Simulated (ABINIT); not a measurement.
# Quasiparticle gap of BaH2 (P6_3/mmc) in ABINIT, part 3 of 3

Aim: the G0W0 gap of BaH2 (P6_3/mmc) on PBEsol, step by step.

ABINIT 10.8.3; PBEsol and many-body steps on it, plane waves. Known limits of the many-body steps: not at the basis limit; no spin-orbit coupling; coarse k mesh.

So far. Step 3 (Bands along the symmetry lines): The gap is 1.473 eV, as in the run before at this level. Step 4 (Empty states on the mesh, 3×3×2 mesh, 234 bands): On this mesh the gap is 1.473 eV.

## 5. Screening, 3×3×2 mesh, 214 bands, screening to 149.7 eV

The RPA dielectric matrix is built and inverted for each q.

This step: RPA screening on PBEsol, plane waves, norm-conserving pseudopotentials.

Input file run.abi:

```
acell 3*1.0 Angstrom
rprim 
  4.462025052349 0.000000000014 0.000000000000
  -2.231012526186 3.864227047650 0.000000000000
  0.000000000000 0.000000000000 6.055292590000
ntypat 2
znucl 56 1
natom 6
typat 1 1 2 2 2 2
xred 
  0.666666666667 0.333333333333 0.750000000000
  0.333333333333 0.666666666667 0.250000000000
  0.333333333333 0.666666666667 0.750000000000
  0.666666666667 0.333333333333 0.250000000000
  0.000000000000 0.000000000000 0.500000000000
  0.000000000000 0.000000000000 0.000000000000
pp_dirpath "pseudos"
pseudos "Ba.upf, H.upf"
ecut 32
ngkpt 3 3 2
nshiftk 1
shiftk 0 0 0
kptopt 1
chksymbreak 0
istwfk *1
occopt 1
irdwfk 1
optdriver 3
nband 214
ecuteps 5.5
inclvkb 2
awtr 1
symchi 1
indata_prefix "in"
outdata_prefix "out"
tmpdata_prefix "tmp"
```

The run is started by

```console
$ OMP_NUM_THREADS=1 mpirun -n 4 abinit run.abi > log
```

Numbers of over 12 decimals in the logs are rounded to 6 here.

The log of the run:

```text
.Version 10.8.3 of ABINIT. v10.8.2 released Aug 2026.

 Symmetries : space group P6_3/m m c (#194); Bravais hP (primitive hexag.)
[... echo of the input left out ...]
== DATASET  1 ==================================================================
-   mpi_nproc: 4, omp_nthreads: 1 (-1 if OMP is not activated)

--- !DatasetInfo
iteration_state: {dtset: 1, }
dimensions: {natom: 6, nkpt: 6, mband: 214, nsppol: 1, nspinor: 1, nspden: 1, mpw: 6126, }
cutoff_energies: {ecut:  32.0, pawecutdg:  -1.0, }
electrons: {nelect:   2.40000000E+01, charge:   0.00000000E+00, occopt:   1.00000000E+00, tsmear:   1.00000000E-02, }

 SCREENING: Calculation of the susceptibility and dielectric matrices

 Based on a program developped by R.W. Godby, V. Olevano, G. Onida, and L. Reining.
 Incorporated in ABINIT by V. Olevano, G.-M. Rignanese, and M. Torrent.
.Using double precision arithmetic ; gwpc =  8

[... cell and pseudopotentials left out ...]
--------------------------------------------------------------------------------

 ==== K-mesh for the wavefunctions ====
 Number of points in the irreducible wedge :     6
[... list of points left out ...]
 Together with 24 symmetry operations and time-reversal symmetry
 yields    18 points in the full Brillouin Zone.

 ==== Q-mesh for the screening function ====
 Number of points in the irreducible wedge :     6
[... list of points left out ...]
 Together with 24 symmetry operations and time-reversal symmetry
 yields    18 points in the full Brillouin Zone.

 setmesh: FFT mesh size selected  =    36x   36x   48
          total number of points  =        62208

 vcoul_init : cutoff-mode = AUXILIARY_FUNCTION
 q-points for optical limit:   1
     1)      0.000010    0.000020    0.000030

- screening: taking advantage of time-reversal symmetry
- Maximum band index for partially occupied states nbvw = 12
- Remaining bands to be divided among processors   nbcw = 202
- Number of bands treated by each node ~50

 Number of electrons calculated from density =   24.0000; Expected =   24.0000
 average of density, n =  0.034063
 r_s =    1.9137
 omega_plasma =   17.8032 [eV]

 calculating chi0 at frequencies [eV] :
  1    0.000000E+00    0.000000E+00
  2    0.000000E+00    1.780320E+01

--------------------------------------------------------------------------------
  q-point number  1        q = ( 0.000000, 0.000000, 0.000000) [r.l.u.]
--------------------------------------------------------------------------------
[... chi0 elements left out ...]
 For q-point:  0.000010 0.000020 0.000030
  dielectric constant =   5.8417
  dielectric constant without local fields =   6.5044

  Average fulfillment of the sum rule on Im[epsilon] for q-point    1 :     95.73  [%]
[... wings left out ...]
  q-point number  2        q = ( 0.333333, 0.000000, 0.000000) [r.l.u.]
--------------------------------------------------------------------------------
[... chi0 elements left out ...]
  Average fulfillment of the sum rule on Im[epsilon] for q-point    2 :     99.36  [%]

 [... 4 further q-points ...]
```

Run time: 60 s. Hardware: 4 MPI ranks of Arm Neoverse V1, shared host; peak memory 2.1 GiB; 4 min of CPU time.

Numbers from this step:

| Quantity | Value |
| --- | --- |
| ε∞ with local fields, on this mesh, along the program's q direction | 5.842 |
| the same without local fields | 6.504 |
| plasma frequency | 17.80 eV |
| plane waves in the screening matrix | 451 |

Local fields lower ε∞ by 10 %. On a Γ-centred mesh this coarse the value itself is usually too large, while a short band sum pulls it down.

## 6. Self-energy, 3×3×2 mesh, 214 bands, screening to 149.7 eV

The self-energy is evaluated for the states that the input lists, and the levels follow from it, in one-shot runs by the linearised quasiparticle equation.

This step: G0W0 on PBEsol, plane waves, norm-conserving pseudopotentials.

Changes to run.abi since step 5:

```diff
@@ -27,8 +27,17 @@
 irdwfk 1
-optdriver 3
+optdriver 4
 nband 214
+gwcalctyp 0
+ecutsigx 32
+symsigma 1
+nkptgw 2
+kptgw 
+  0.0000000000 0.0000000000 0.0000000000
+  0.3333333333 0.3333333333 0.5000000000
+bdgw 
+  11 14
+  11 14
 ecuteps 5.5
-inclvkb 2
-awtr 1
-symchi 1
+irdscr 1
+ppmodel 1
 indata_prefix "in"
```

The log of the run:

```text
.Version 10.8.3 of ABINIT. v10.8.2 released Aug 2026.

 Symmetries : space group P6_3/m m c (#194); Bravais hP (primitive hexag.)
[... echo of the input left out ...]
== DATASET  1 ==================================================================
-   mpi_nproc: 4, omp_nthreads: 1 (-1 if OMP is not activated)

--- !DatasetInfo
iteration_state: {dtset: 1, }
dimensions: {natom: 6, nkpt: 6, mband: 214, nsppol: 1, nspinor: 1, nspden: 1, mpw: 6126, }
cutoff_energies: {ecut:  32.0, pawecutdg:  -1.0, }
electrons: {nelect:   2.40000000E+01, charge:   0.00000000E+00, occopt:   1.00000000E+00, tsmear:   1.00000000E-02, }

 SIGMA: Calculation of the GW corrections

 Based on a program developped by R.W. Godby, V. Olevano, G. Onida, and L. Reining.
 Incorporated in ABINIT by V. Olevano, G.-M. Rignanese, and M. Torrent.
.Using double precision arithmetic ; gwpc =  8

[... cell and pseudopotentials left out ...]
--------------------------------------------------------------------------------

 ==== K-mesh for the wavefunctions ====
 Number of points in the irreducible wedge :     6
[... list of points left out ...]
 Together with 24 symmetry operations and time-reversal symmetry
 yields    18 points in the full Brillouin Zone.

 ==== Q-mesh for screening function ====
 Number of points in the irreducible wedge :     6
[... list of points left out ...]
 Together with 24 symmetry operations and time-reversal symmetry
 yields    18 points in the full Brillouin Zone.

 vcoul_init : cutoff-mode = AUXILIARY_FUNCTION
 q-points for optical limit:   1
     1)      0.000010    0.000020    0.000030
 setmesh: FFT mesh size selected  =    40x   40x   60
          total number of points  =        96000

 Number of electrons calculated from density =   24.0000; Expected =   24.0000
 average of density, n =  0.034063
 r_s =    1.9137
 omega_plasma =   17.8032 [eV]

 === KS Band Gaps ===
  >>>> For spin  1
   Minimum direct gap =   2.7256 [eV], located at k-point      :   0.0000  0.0000  0.0000
   Fundamental gap    =   1.4734 [eV], Top of valence bands at :   0.0000  0.0000  0.0000
                                       Bottom of conduction at :   0.3333  0.3333  0.5000
 SIGMA fundamental parameters:
 PLASMON POLE MODEL  1
 number of plane-waves for SigmaX                 6089
 number of plane-waves for SigmaC and W            451
 number of plane-waves for wavefunctions          6089
 number of bands                                   214
 number of independent spin polarizations            1
 number of spinorial components                      1
 number of k-points in IBZ                           6
 number of q-points in IBZ                           6
 number of symmetry operations                      24
 number of k-points in BZ                           18
 number of q-points in BZ                           18
 number of frequencies for dSigma/dE                 9
 frequency step for dSigma/dE [eV]                0.25
 number of omega for Sigma on real axis              0
 max omega for Sigma on real axis  [eV]           0.00
 zcut for avoiding poles [eV]                     0.10

 EPSILON^-1 parameters (SCR file):
 dimension of the eps^-1 matrix on file            451
 dimension of the eps^-1 matrix used               451
 number of plane-waves for wavefunctions          6089
 number of bands                                   214
 number of q-points in IBZ                           6
 number of frequencies                               2
 number of real frequencies                          1
 number of imag frequencies                          1

 matrix elements of self-energy operator (all in [eV])

 Perturbative Calculation

--- !SelfEnergy_ee
iteration_state: {dtset: 1, }
kpoint     : [   0.000,    0.000,    0.000, ]
spin       : 1
KS_gap     :    2.726
QP_gap     :    4.337
Delta_QP_KS:    1.611
data: !SigmaeeData |
     Band     E0 <VxcDFT>   SigX SigC(E0)      Z dSigC/dE  Sig(E)    E-E0       E
       11   3.623 -10.601 -13.543   1.665   0.771  -0.296 -11.586  -0.985   2.638
       12   4.131 -10.778 -13.538   1.485   0.774  -0.292 -11.765  -0.987   3.144
       13   6.857  -9.229  -4.726  -3.735   0.813  -0.231  -8.605   0.624   7.481
       14   6.857  -9.229  -4.726  -3.735   0.813  -0.231  -8.605   0.624   7.481

--- !SelfEnergy_ee
iteration_state: {dtset: 1, }
kpoint     : [   0.333,    0.333,    0.500, ]
spin       : 1
KS_gap     :    3.017
QP_gap     :    4.653
Delta_QP_KS:    1.636
data: !SigmaeeData |
     Band     E0 <VxcDFT>   SigX SigC(E0)      Z dSigC/dE  Sig(E)    E-E0       E
       11   2.587 -11.072 -14.405   1.961   0.774  -0.292 -12.134  -1.062   1.525
       12   2.587 -11.072 -14.405   1.961   0.774  -0.292 -12.134  -1.062   1.525
       13   5.605  -8.695  -4.279  -3.710   0.813  -0.229  -8.121   0.574   6.178
       14   5.605  -8.695  -4.279  -3.710   0.813  -0.229  -8.121   0.574   6.178

== END DATASET(S) ==============================================================
================================================================================

 -outvars: echo values of variables after computation  --------
           etotal      0.0000000000E+00
            nband         214
             nkpt           6
          spgroup         194
 [... the other variables as echoed above ...]

 Calculation completed.
```

Run time: 33 s. Hardware: 4 MPI ranks; peak memory 2 GiB; 2.2 min of CPU time.

Numbers from this step:

- G0W0 gap on the points computed: 3.034 eV
- starting gap on the mesh: 1.473 eV
- k of the valence top: 0, 0, 0
- k of the conduction bottom: 0.3333, 0.3333, 0.5
- Z at the valence top: 0.774
- Z at the conduction bottom: 0.813
- least direct G0W0 gap on the computed points: 4.337 eV

The gap on the mesh goes from 1.47 eV to 3.03 eV, a correction of +1.56 eV.

Limits: finite bands, cutoff and mesh; no spin-orbit coupling; coarse k mesh. v1 is the top filled band, c1 the lowest empty one. The levels before and after the correction (eV, zero at the valence-band top of each column):

```tsv
	conduction bottom	valence top
Kohn-Sham	1.47	0.00
G0W0	3.03	0.00
```

```tsv
	level	energy (eV)
Kohn-Sham	Γ v2	-0.508
Kohn-Sham	Γ v1	0.000
Kohn-Sham	Γ c1-c2	2.725
Kohn-Sham	(0.333 0.333 0.5) v2-v1	-1.544
Kohn-Sham	(0.333 0.333 0.5) c1-c2	1.473
G0W0	Γ v2	-0.506
G0W0	Γ v1	0.000
G0W0	Γ c1-c2	4.337
G0W0	(0.333 0.333 0.5) v2-v1	-1.619
G0W0	(0.333 0.333 0.5) c1-c2	3.034
```

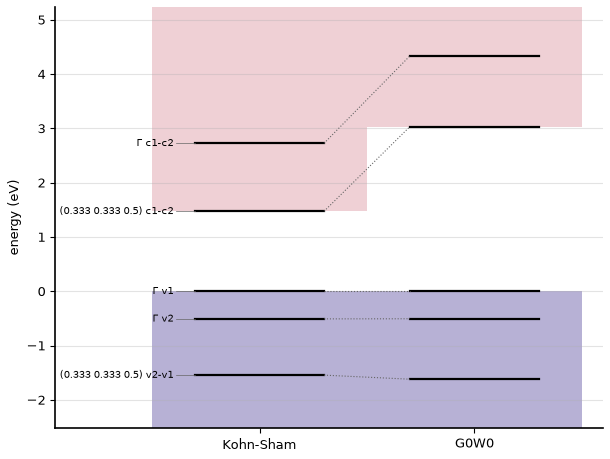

Levels before and after the correction. Shaded: valence and conduction bands.

## 7. Where the time went

Times are wall times on 4 MPI ranks of Arm Neoverse V1, shared host, good to a factor of about two.

```tsv
step	time	share	memory (GiB)
ground state	25 s	9 %	0.37
bands along the symmetry lines	36 s	13 %	0.41
empty states on the mesh	2 min	44 %	0.46
screening	60 s	22 %	2.1
self-energy	33 s	12 %	2.0
```

## 8. What came out

| Item | Value |
| --- | --- |
| PBEsol gap | 1.47 eV, indirect |
| G0W0 gap on the mesh | 3.03 eV |
| GW settings | 3×3×2 mesh, 214 bands, screening to 149.7 eV, Godby-Needs plasmon pole |
| known limits | not at the basis limit; no spin-orbit coupling; coarse k mesh |

What this shows: G0W0 moves the gap on the mesh from 1.47 eV to 3.03 eV (+1.56 eV), with Z of 0.77 and 0.81 at the edges. Local fields lower the RPA ε∞ on this mesh from 6.50 to 5.84; a Γ-centred mesh this coarse tends to raise both, most where the direct gap is narrow, while a short band sum lowers them. Only 2 of the mesh's irreducible points were corrected, so a valley elsewhere could overtake. The dearest step here is «empty states on the mesh». Bands and cutoff are finite, so the gap is not at the basis limit. The miss can reach some tenths of an eV and take either sign; the mesh is an error of its own. In the G0W0 run levels were corrected at 2 k points alone, so a gap called «on the mesh» is the least over those, and an edge elsewhere would be missed. The 3×3×2 mesh is coarse for this cell, which bears on the long-range parts of exchange and screening. The many-body steps are scalar-relativistic: spin-orbit coupling is not in them.

[Paths, hosts, dates, memory and timing lines, banners, echoed tables and standing remarks are left out of the program output.]

[Logs are printed without paths, hosts, clocks, repeated set-up lines and the standing remarks that a program may print on its own settings, such as how far it seeks lower states.]

[Runs of the session that timed out or met a known fault of the program may be left out.]

[Hosts, paths, dates, database ids (printed as entryN), source tags and the programs' standing remarks are cut or masked in the printed files.]

[G0W0 gaps are taken among the corrected bands and points alone; a level outside them can change the order at an edge.]

[Where Ansatz stands beside ABINIT at settings called matched, ABINIT's density can come from a denser mesh and the files from another edition; pairs whose starting gaps differed by over 0.03 eV were left out, so agreement reads better than it is.]
